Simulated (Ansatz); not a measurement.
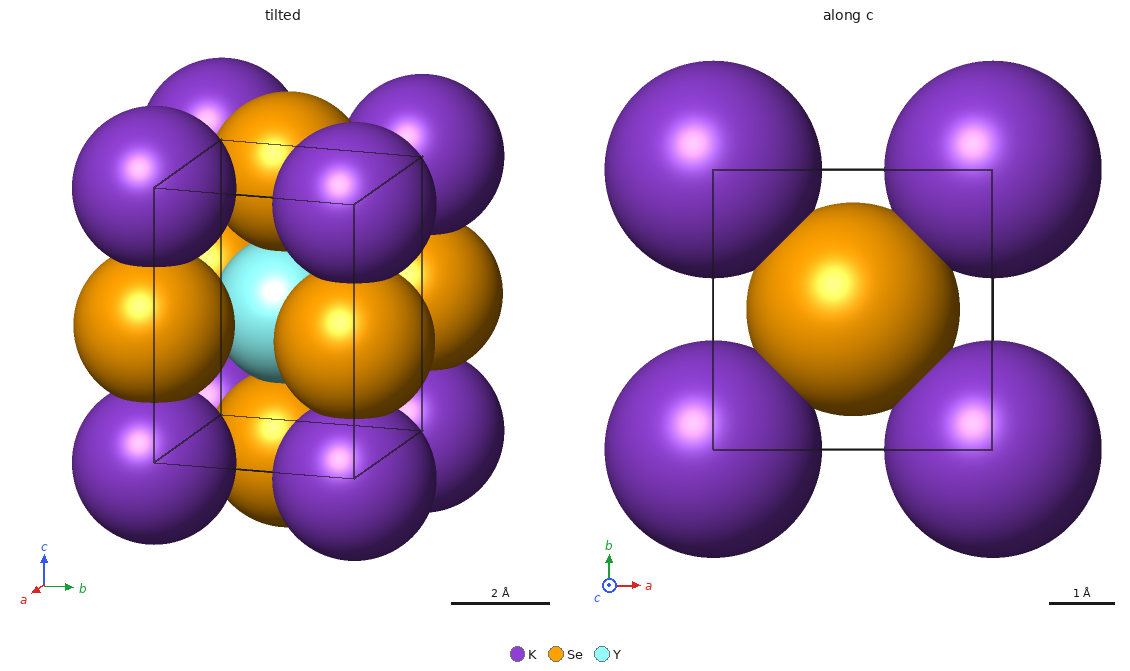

The figure gives a space-filling picture of the atoms, viewed slightly off an axis and along the c axis. The parallelepiped is the conventional unit cell.

KYSe₂, space group P4/mmm (No. 123), a = 4.320 Å, b = 4.320 Å, c = 5.778 Å, α = 90.00°, β = 90.00°, γ = 90.00°. The model was built from a structure type filled with these elements by a generator (whether the compound takes this form wasn't checked). The cell was then strained or its atoms displaced on purpose. Ansatz was used for an electronic-structure calculation on it.

This one geometry was computed with Ansatz (DFT, plane waves, PAW) at three levels of theory: r2SCAN, PBE and HSE06. It was relaxed with r2SCAN and then strained.

How does the band gap change with the level of theory?

Answer. PBE: a gap of 0.28 eV, direct; r2SCAN: a gap of 0.59 eV, direct; HSE06: a gap of 1.04 eV, direct.

Collect the results in a table.

Answer.
| level | cutoff (eV) | k-mesh of the run's cell | gap (eV) | pressure (GPa) |
| --- | --- | --- | --- | --- |
| r2SCAN | 500 | 6×6×4 | 0.59 | 1.1 |
| PBE | 420 | 6×6×4 | 0.28 | 1.6 |
| HSE06 | 420 | 4×4×4 | 1.04 | 0.9 |

Gaps are taken on the k-mesh or band path of each run.
